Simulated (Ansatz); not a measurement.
Molecular dynamics of GaH$_{2}$ClO (part 1 of 5)

- system: GaH$_{2}$ClO
- method: RKS PBE-D4/def2-SVP (Ansatz 0.2.0)

It belongs to a series of runs on one base structure; here: dynamics from the start. Figures and captions count atoms from 1; the log counts them from 0 in places.

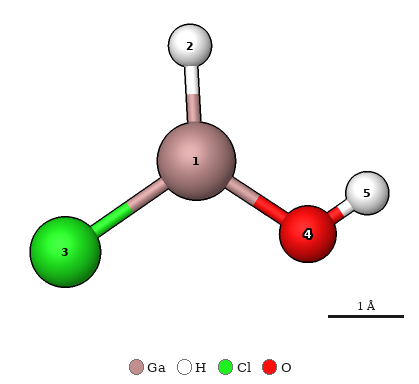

Fig. 1: The structure as given in the input (ball-and-stick view, seen on its broad side; atoms are numbered from 1 in the order of the input). Sticks mark near contacts.

## The input
```yaml
crystal:
  periodic: [false, false, false]
  atoms:
    - { symbol: Ga, position_ang: [0.034432, -0.098484, 0.016123] }
    - { symbol: H, position_ang: [0.010066, -0.039375, 1.578157] }
    - { symbol: Cl, position_ang: [1.858335, 0.158821, -1.100929] }
    - { symbol: O, position_ang: [-1.37254, -0.375487, -1.06383] }
    - { symbol: H, position_ang: [-2.200393, -0.492175, -0.56102] }
basis:
  gaussian: { orbitals: def2-SVP }
hamiltonian:
  xc: pbe
  dispersion: d4
md:
  timestep: 0.5
  n_steps: 150
  ensemble: nvt_langevin
  temperature: 700.0
  initial_velocities: maxwell_boltzmann
  seed: 921127
  friction: 0.005
```

Run on 1 thread of Intel Xeon (Granite Rapids), 144 GiB of memory available, shared host.

Command:
```bash
ansatz run input.yaml --threads 1 --pin off --max-ram 2048MiB --backend cpu --events-out ev --progress --plain --runs-dir out
```

## What the program printed
```
Engine: ansatz 0.2.0, x86_64-unknown-linux-gnu
Functional definition: PBE
  parameter kappa = 0.804
  parameter beta = 0.06672455060314922
  exchange = pbe_x(kappa = kappa, mu = beta*pi^2/3)
  correlation = pbe_c(beta = beta)
809 factors; their error is unknown
mean field evaluation 1: about -66947.5540 eV, gradient 6.5e1 eV
mean field evaluation 2: about -66860.4272 eV, gradient 1.8e2 eV
mean field evaluation 4: about -66954.3025 eV, gradient 1.8e1 eV
mean field evaluation 8: about -66954.7961 eV, gradient 1.3e-1 eV
mean field evaluation 16: about -66954.7570 eV, gradient 4.7e-5 eV
mean field -66954.75695754 eV, -2460.5419346253 hartree, gradient 4.7e-5 eV, S^2 0.000000; 0 other end points of the search recorded, 0 dependent functions left out
the calculation of the forces begins
reference -66954.75699215 eV, -2460.5419358972 hartree; 29, 29 occupied and 45, 45 virtual orbitals, 809 factors
md step     0: t =     0.00 fs  T =   560.0 K  F+E_penalty+E_count = -66954.84692968 eV  E_kin = 0.361928 eV  (25 SCF iters)
these checks for a lower state are left out or cut short: starts, cluster_reference, orbital_swaps, neighbouring_geometries, increment
809 factors; their error is unknown
mean field -66954.75008517 eV, -2460.5416820705 hartree, gradient 5.4e-5 eV, S^2 0.000000; 0 other end points of the search recorded, 0 dependent functions left out
the calculation of the forces begins
reference -66954.75011986 eV, -2460.5416833451 hartree; 29, 29 occupied and 45, 45 virtual orbitals, 809 factors
md step     1: t =     0.50 fs  T =   549.6 K  F+E_penalty+E_count = -66954.84007661 eV  E_kin = 0.355185 eV  (25 SCF iters, 3 dispersion substeps)
[... from here on the SCF iterations and repeated set-up lines of each step are left out, up to the last step ...]
md step     2: t =     1.00 fs  T =   508.0 K  F+E_penalty+E_count = -66954.82315882 eV  E_kin = 0.328344 eV  (25 SCF iters, 3 dispersion substeps)
md step     3: t =     1.50 fs  T =   471.7 K  F+E_penalty+E_count = -66954.80074043 eV  E_kin = 0.304830 eV  (25 SCF iters, 3 dispersion substeps)
md step     4: t =     2.00 fs  T =   462.4 K  F+E_penalty+E_count = -66954.77714749 eV  E_kin = 0.298862 eV  (25 SCF iters, 3 dispersion substeps)
md step     5: t =     2.50 fs  T =   417.3 K  F+E_penalty+E_count = -66954.75902070 eV  E_kin = 0.269689 eV  (26 SCF iters, 3 dispersion substeps)
md step     6: t =     3.00 fs  T =   370.0 K  F+E_penalty+E_count = -66954.75142467 eV  E_kin = 0.239129 eV  (26 SCF iters, 3 dispersion substeps)
md step     7: t =     3.50 fs  T =   399.6 K  F+E_penalty+E_count = -66954.75516418 eV  E_kin = 0.258253 eV  (26 SCF iters, 3 dispersion substeps)
md step     8: t =     4.00 fs  T =   444.5 K  F+E_penalty+E_count = -66954.76867563 eV  E_kin = 0.287266 eV  (25 SCF iters, 3 dispersion substeps)
md step     9: t =     4.50 fs  T =   466.0 K  F+E_penalty+E_count = -66954.78290806 eV  E_kin = 0.301177 eV  (25 SCF iters, 3 dispersion substeps)
md step    10: t =     5.00 fs  T =   444.1 K  F+E_penalty+E_count = -66954.78320478 eV  E_kin = 0.287019 eV  (24 SCF iters, 3 dispersion substeps)
md step    11: t =     5.50 fs  T =   452.5 K  F+E_penalty+E_count = -66954.76362980 eV  E_kin = 0.292472 eV  (24 SCF iters, 3 dispersion substeps)
md step    12: t =     6.00 fs  T =   411.3 K  F+E_penalty+E_count = -66954.72801611 eV  E_kin = 0.265830 eV  (25 SCF iters, 3 dispersion substeps)
md step    13: t =     6.50 fs  T =   345.5 K  F+E_penalty+E_count = -66954.69635779 eV  E_kin = 0.223313 eV  (25 SCF iters, 3 dispersion substeps)
md step    14: t =     7.00 fs  T =   343.8 K  F+E_penalty+E_count = -66954.69040231 eV  E_kin = 0.222209 eV  (25 SCF iters, 3 dispersion substeps)
md step    15: t =     7.50 fs  T =   398.8 K  F+E_penalty+E_count = -66954.71026454 eV  E_kin = 0.257760 eV  (25 SCF iters, 3 dispersion substeps)
md step    16: t =     8.00 fs  T =   466.7 K  F+E_penalty+E_count = -66954.73990425 eV  E_kin = 0.301626 eV  (25 SCF iters, 3 dispersion substeps)
md step    17: t =     8.50 fs  T =   491.0 K  F+E_penalty+E_count = -66954.75984715 eV  E_kin = 0.317327 eV  (25 SCF iters, 3 dispersion substeps)
md step    18: t =     9.00 fs  T =   506.7 K  F+E_penalty+E_count = -66954.75917344 eV  E_kin = 0.327466 eV  (24 SCF iters, 3 dispersion substeps)
md step    19: t =     9.50 fs  T =   485.0 K  F+E_penalty+E_count = -66954.73627734 eV  E_kin = 0.313441 eV  (26 SCF iters, 3 dispersion substeps)
md step    20: t =    10.00 fs  T =   402.1 K  F+E_penalty+E_count = -66954.69829445 eV  E_kin = 0.259901 eV  (25 SCF iters, 3 dispersion substeps)
md step    21: t =    10.50 fs  T =   359.3 K  F+E_penalty+E_count = -66954.65905624 eV  E_kin = 0.232231 eV  (25 SCF iters, 3 dispersion substeps)
md step    22: t =    11.00 fs  T =   272.2 K  F+E_penalty+E_count = -66954.63120306 eV  E_kin = 0.175903 eV  (25 SCF iters, 3 dispersion substeps)
md step    23: t =    11.50 fs  T =   270.6 K  F+E_penalty+E_count = -66954.62216550 eV  E_kin = 0.174862 eV  (26 SCF iters, 3 dispersion substeps)
md step    24: t =    12.00 fs  T =   295.7 K  F+E_penalty+E_count = -66954.63171332 eV  E_kin = 0.191142 eV  (25 SCF iters, 3 dispersion substeps)
md step    25: t =    12.50 fs  T =   312.3 K  F+E_penalty+E_count = -66954.65279072 eV  E_kin = 0.201813 eV  (25 SCF iters, 3 dispersion substeps)
md step    26: t =    13.00 fs  T =   348.3 K  F+E_penalty+E_count = -66954.67533002 eV  E_kin = 0.225087 eV  (25 SCF iters, 3 dispersion substeps)
md step    27: t =    13.50 fs  T =   363.0 K  F+E_penalty+E_count = -66954.68687930 eV  E_kin = 0.234585 eV  (25 SCF iters, 3 dispersion substeps)
md step    28: t =    14.00 fs  T =   340.1 K  F+E_penalty+E_count = -66954.67818362 eV  E_kin = 0.219829 eV  (25 SCF iters, 3 dispersion substeps)
md step    29: t =    14.50 fs  T =   286.4 K  F+E_penalty+E_count = -66954.65142957 eV  E_kin = 0.185126 eV  (25 SCF iters, 3 dispersion substeps)
md step    30: t =    15.00 fs  T =   243.3 K  F+E_penalty+E_count = -66954.62297270 eV  E_kin = 0.157221 eV  (25 SCF iters, 3 dispersion substeps)
md step    31: t =    15.50 fs  T =   213.2 K  F+E_penalty+E_count = -66954.61278777 eV  E_kin = 0.137791 eV  (26 SCF iters, 3 dispersion substeps)
md step    32: t =    16.00 fs  T =   242.7 K  F+E_penalty+E_count = -66954.62718997 eV  E_kin = 0.156841 eV  (26 SCF iters, 3 dispersion substeps)
md step    33: t =    16.50 fs  T =   292.5 K  F+E_penalty+E_count = -66954.65562371 eV  E_kin = 0.189066 eV  (25 SCF iters, 3 dispersion substeps)
md step    34: t =    17.00 fs  T =   331.6 K  F+E_penalty+E_count = -66954.67779451 eV  E_kin = 0.214292 eV  (25 SCF iters, 3 dispersion substeps)
md step    35: t =    17.50 fs  T =   319.6 K  F+E_penalty+E_count = -66954.68018256 eV  E_kin = 0.206578 eV  (25 SCF iters, 3 dispersion substeps)
md step    36: t =    18.00 fs  T =   307.7 K  F+E_penalty+E_count = -66954.66256530 eV  E_kin = 0.198878 eV  (25 SCF iters, 3 dispersion substeps)
md step    37: t =    18.50 fs  T =   243.0 K  F+E_penalty+E_count = -66954.63318242 eV  E_kin = 0.157045 eV  (25 SCF iters, 3 dispersion substeps)
md step    38: t =    19.00 fs  T =   205.8 K  F+E_penalty+E_count = -66954.60471499 eV  E_kin = 0.133003 eV  (25 SCF iters, 3 dispersion substeps)
md step    39: t =    19.50 fs  T =   175.6 K  F+E_penalty+E_count = -66954.58709113 eV  E_kin = 0.113473 eV  (25 SCF iters, 3 dispersion substeps)
md step    40: t =    20.00 fs  T =   166.6 K  F+E_penalty+E_count = -66954.58583557 eV  E_kin = 0.107675 eV  (27 SCF iters, 3 dispersion substeps)
md step    41: t =    20.50 fs  T =   212.8 K  F+E_penalty+E_count = -66954.59969548 eV  E_kin = 0.137543 eV  (26 SCF iters, 3 dispersion substeps)
md step    42: t =    21.00 fs  T =   266.8 K  F+E_penalty+E_count = -66954.62384372 eV  E_kin = 0.172442 eV  (25 SCF iters, 3 dispersion substeps)
md step    43: t =    21.50 fs  T =   312.9 K  F+E_penalty+E_count = -66954.65118769 eV  E_kin = 0.202226 eV  (24 SCF iters, 3 dispersion substeps)
md step    44: t =    22.00 fs  T =   362.7 K  F+E_penalty+E_count = -66954.67140365 eV  E_kin = 0.234427 eV  (24 SCF iters, 3 dispersion substeps)
md step    45: t =    22.50 fs  T =   364.6 K  F+E_penalty+E_count = -66954.67395937 eV  E_kin = 0.235669 eV  (24 SCF iters, 3 dispersion substeps)
md step    46: t =    23.00 fs  T =   340.6 K  F+E_penalty+E_count = -66954.65626810 eV  E_kin = 0.220125 eV  (25 SCF iters, 3 dispersion substeps)
md step    47: t =    23.50 fs  T =   300.9 K  F+E_penalty+E_count = -66954.62811173 eV  E_kin = 0.194488 eV  (25 SCF iters, 3 dispersion substeps)
md step    48: t =    24.00 fs  T =   277.6 K  F+E_penalty+E_count = -66954.60838685 eV  E_kin = 0.179409 eV  (25 SCF iters, 3 dispersion substeps)
md step    49: t =    24.50 fs  T =   278.4 K  F+E_penalty+E_count = -66954.61474030 eV  E_kin = 0.179962 eV  (26 SCF iters, 3 dispersion substeps)
md step    50: t =    25.00 fs  T =   302.2 K  F+E_penalty+E_count = -66954.64314135 eV  E_kin = 0.195340 eV  (25 SCF iters, 3 dispersion substeps)
md step    51: t =    25.50 fs  T =   381.5 K  F+E_penalty+E_count = -66954.67557688 eV  E_kin = 0.246556 eV  (25 SCF iters, 3 dispersion substeps)
md step    52: t =    26.00 fs  T =   408.8 K  F+E_penalty+E_count = -66954.69555083 eV  E_kin = 0.264230 eV  (25 SCF iters, 3 dispersion substeps)
md step    53: t =    26.50 fs  T =   381.8 K  F+E_penalty+E_count = -66954.69515189 eV  E_kin = 0.246743 eV  (25 SCF iters, 3 dispersion substeps)
md step    54: t =    27.00 fs  T =   356.7 K  F+E_penalty+E_count = -66954.67752384 eV  E_kin = 0.230530 eV  (25 SCF iters, 3 dispersion substeps)
md step    55: t =    27.50 fs  T =   352.4 K  F+E_penalty+E_count = -66954.64898614 eV  E_kin = 0.227726 eV  (25 SCF iters, 3 dispersion substeps)
md step    56: t =    28.00 fs  T =   327.0 K  F+E_penalty+E_count = -66954.62014108 eV  E_kin = 0.211341 eV  (25 SCF iters, 3 dispersion substeps)
md step    57: t =    28.50 fs  T =   280.2 K  F+E_penalty+E_count = -66954.60516260 eV  E_kin = 0.181113 eV  (26 SCF iters, 3 dispersion substeps)
md step    58: t =    29.00 fs  T =   255.9 K  F+E_penalty+E_count = -66954.60951142 eV  E_kin = 0.165393 eV  (26 SCF iters, 3 dispersion substeps)
md step    59: t =    29.50 fs  T =   282.0 K  F+E_penalty+E_count = -66954.62927788 eV  E_kin = 0.182281 eV  (25 SCF iters, 3 dispersion substeps)
md step    60: t =    30.00 fs  T =   312.0 K  F+E_penalty+E_count = -66954.65851962 eV  E_kin = 0.201641 eV  (26 SCF iters, 3 dispersion substeps)
md step    61: t =    30.50 fs  T =   395.7 K  F+E_penalty+E_count = -66954.69111885 eV  E_kin = 0.255750 eV  (24 SCF iters, 3 dispersion substeps)
md step    62: t =    31.00 fs  T =   435.7 K  F+E_penalty+E_count = -66954.71375935 eV  E_kin = 0.281613 eV  (27 SCF iters, 3 dispersion substeps)
md step    63: t =    31.50 fs  T =   419.0 K  F+E_penalty+E_count = -66954.71153260 eV  E_kin = 0.270827 eV  (25 SCF iters, 3 dispersion substeps)
md step    64: t =    32.00 fs  T =   412.7 K  F+E_penalty+E_count = -66954.68070016 eV  E_kin = 0.266729 eV  (24 SCF iters, 3 dispersion substeps)
md step    65: t =    32.50 fs  T =   343.8 K  F+E_penalty+E_count = -66954.63637660 eV  E_kin = 0.222179 eV  (25 SCF iters, 3 dispersion substeps)
md step    66: t =    33.00 fs  T =   331.3 K  F+E_penalty+E_count = -66954.60776052 eV  E_kin = 0.214109 eV  (25 SCF iters, 3 dispersion substeps)
md step    67: t =    33.50 fs  T =   318.7 K  F+E_penalty+E_count = -66954.61546243 eV  E_kin = 0.205962 eV  (26 SCF iters, 3 dispersion substeps)
md step    68: t =    34.00 fs  T =   366.9 K  F+E_penalty+E_count = -66954.65896482 eV  E_kin = 0.237121 eV  (25 SCF iters, 3 dispersion substeps)
md step    69: t =    34.50 fs  T =   441.8 K  F+E_penalty+E_count = -66954.70878398 eV  E_kin = 0.285521 eV  (25 SCF iters, 3 dispersion substeps)
md step    70: t =    35.00 fs  T =   478.3 K  F+E_penalty+E_count = -66954.73662351 eV  E_kin = 0.309135 eV  (25 SCF iters, 3 dispersion substeps)
md step    71: t =    35.50 fs  T =   502.3 K  F+E_penalty+E_count = -66954.73596265 eV  E_kin = 0.324656 eV  (25 SCF iters, 3 dispersion substeps)
md step    72: t =    36.00 fs  T =   435.5 K  F+E_penalty+E_count = -66954.71434894 eV  E_kin = 0.281465 eV  (25 SCF iters, 3 dispersion substeps)
md step    73: t =    36.50 fs  T =   363.2 K  F+E_penalty+E_count = -66954.68538030 eV  E_kin = 0.234725 eV  (25 SCF iters, 3 dispersion substeps)
md step    74: t =    37.00 fs  T =   323.8 K  F+E_penalty+E_count = -66954.66317595 eV  E_kin = 0.209288 eV  (25 SCF iters, 3 dispersion substeps)
md step    75: t =    37.50 fs  T =   304.4 K  F+E_penalty+E_count = -66954.65678867 eV  E_kin = 0.196728 eV  (25 SCF iters, 3 dispersion substeps)
md step    76: t =    38.00 fs  T =   334.0 K  F+E_penalty+E_count = -66954.66892541 eV  E_kin = 0.215878 eV  (26 SCF iters, 3 dispersion substeps)
md step    77: t =    38.50 fs  T =   405.2 K  F+E_penalty+E_count = -66954.69680761 eV  E_kin = 0.261889 eV  (25 SCF iters, 3 dispersion substeps)
md step    78: t =    39.00 fs  T =   474.1 K  F+E_penalty+E_count = -66954.73230723 eV  E_kin = 0.306439 eV  (25 SCF iters, 3 dispersion substeps)
md step    79: t =    39.50 fs  T =   516.5 K  F+E_penalty+E_count = -66954.76039748 eV  E_kin = 0.333835 eV  (25 SCF iters, 3 dispersion substeps)
md step    80: t =    40.00 fs  T =   521.2 K  F+E_penalty+E_count = -66954.76795789 eV  E_kin = 0.336875 eV  (25 SCF iters, 3 dispersion substeps)
md step    81: t =    40.50 fs  T =   500.3 K  F+E_penalty+E_count = -66954.75112112 eV  E_kin = 0.323343 eV  (25 SCF iters, 3 dispersion substeps)
md step    82: t =    41.00 fs  T =   470.7 K  F+E_penalty+E_count = -66954.71770553 eV  E_kin = 0.304211 eV  (25 SCF iters, 3 dispersion substeps)
md step    83: t =    41.50 fs  T =   432.4 K  F+E_penalty+E_count = -66954.69035356 eV  E_kin = 0.279474 eV  (25 SCF iters, 3 dispersion substeps)
md step    84: t =    42.00 fs  T =   442.3 K  F+E_penalty+E_count = -66954.68604138 eV  E_kin = 0.285832 eV  (26 SCF iters, 3 dispersion substeps)
md step    85: t =    42.50 fs  T =   460.0 K  F+E_penalty+E_count = -66954.70717756 eV  E_kin = 0.297323 eV  (25 SCF iters, 3 dispersion substeps)
md step    86: t =    43.00 fs  T =   524.3 K  F+E_penalty+E_count = -66954.74553156 eV  E_kin = 0.338878 eV  (25 SCF iters, 3 dispersion substeps)
md step    87: t =    43.50 fs  T =   609.8 K  F+E_penalty+E_count = -66954.77902441 eV  E_kin = 0.394093 eV  (25 SCF iters, 3 dispersion substeps)
md step    88: t =    44.00 fs  T =   598.1 K  F+E_penalty+E_count = -66954.79090621 eV  E_kin = 0.386533 eV  (25 SCF iters, 3 dispersion substeps)
md step    89: t =    44.50 fs  T =   550.1 K  F+E_penalty+E_count = -66954.78111328 eV  E_kin = 0.355527 eV  (25 SCF iters, 3 dispersion substeps)
md step    90: t =    45.00 fs  T =   533.9 K  F+E_penalty+E_count = -66954.75747631 eV  E_kin = 0.345059 eV  (26 SCF iters, 3 dispersion substeps)
md step    91: t =    45.50 fs  T =   525.6 K  F+E_penalty+E_count = -66954.73036733 eV  E_kin = 0.339675 eV  (25 SCF iters, 3 dispersion substeps)
md step    92: t =    46.00 fs  T =   470.1 K  F+E_penalty+E_count = -66954.71283347 eV  E_kin = 0.303855 eV  (25 SCF iters, 3 dispersion substeps)
md step    93: t =    46.50 fs  T =   466.6 K  F+E_penalty+E_count = -66954.71252871 eV  E_kin = 0.301571 eV  (25 SCF iters, 3 dispersion substeps)
md step    94: t =    47.00 fs  T =   521.0 K  F+E_penalty+E_count = -66954.72745291 eV  E_kin = 0.336745 eV  (25 SCF iters, 3 dispersion substeps)
md step    95: t =    47.50 fs  T =   601.7 K  F+E_penalty+E_count = -66954.75300931 eV  E_kin = 0.388883 eV  (25 SCF iters, 3 dispersion substeps)
md step    96: t =    48.00 fs  T =   665.1 K  F+E_penalty+E_count = -66954.77846975 eV  E_kin = 0.429853 eV  (24 SCF iters, 3 dispersion substeps)
md step    97: t =    48.50 fs  T =   713.4 K  F+E_penalty+E_count = -66954.78825392 eV  E_kin = 0.461100 eV  (24 SCF iters, 3 dispersion substeps)
md step    98: t =    49.00 fs  T =   673.2 K  F+E_penalty+E_count = -66954.77246613 eV  E_kin = 0.435063 eV  (25 SCF iters, 3 dispersion substeps)
md step    99: t =    49.50 fs  T =   606.8 K  F+E_penalty+E_count = -66954.73562855 eV  E_kin = 0.392197 eV  (24 SCF iters, 3 dispersion substeps)
md step   100: t =    50.00 fs  T =   577.1 K  F+E_penalty+E_count = -66954.69546833 eV  E_kin = 0.373006 eV  (25 SCF iters, 3 dispersion substeps)
md step   101: t =    50.50 fs  T =   497.6 K  F+E_penalty+E_count = -66954.67289563 eV  E_kin = 0.321587 eV  (25 SCF iters, 3 dispersion substeps)
md step   102: t =    51.00 fs  T =   514.8 K  F+E_penalty+E_count = -66954.67721835 eV  E_kin = 0.332692 eV  (25 SCF iters, 3 dispersion substeps)
md step   103: t =    51.50 fs  T =   560.7 K  F+E_penalty+E_count = -66954.70238426 eV  E_kin = 0.362402 eV  (25 SCF iters, 3 dispersion substeps)
md step   104: t =    52.00 fs  T =   635.9 K  F+E_penalty+E_count = -66954.72988577 eV  E_kin = 0.410999 eV  (25 SCF iters, 3 dispersion substeps)
md step   105: t =    52.50 fs  T =   662.7 K  F+E_penalty+E_count = -66954.74248908 eV  E_kin = 0.428291 eV  (26 SCF iters, 3 dispersion substeps)
md step   106: t =    53.00 fs  T =   610.8 K  F+E_penalty+E_count = -66954.73139451 eV  E_kin = 0.394763 eV  (25 SCF iters, 3 dispersion substeps)
md step   107: t =    53.50 fs  T =   590.5 K  F+E_penalty+E_count = -66954.69803430 eV  E_kin = 0.381664 eV  (25 SCF iters, 3 dispersion substeps)
md step   108: t =    54.00 fs  T =   503.4 K  F+E_penalty+E_count = -66954.65365678 eV  E_kin = 0.325345 eV  (25 SCF iters, 3 dispersion substeps)
md step   109: t =    54.50 fs  T =   431.6 K  F+E_penalty+E_count = -66954.61235523 eV  E_kin = 0.278971 eV  (25 SCF iters, 3 dispersion substeps)
```
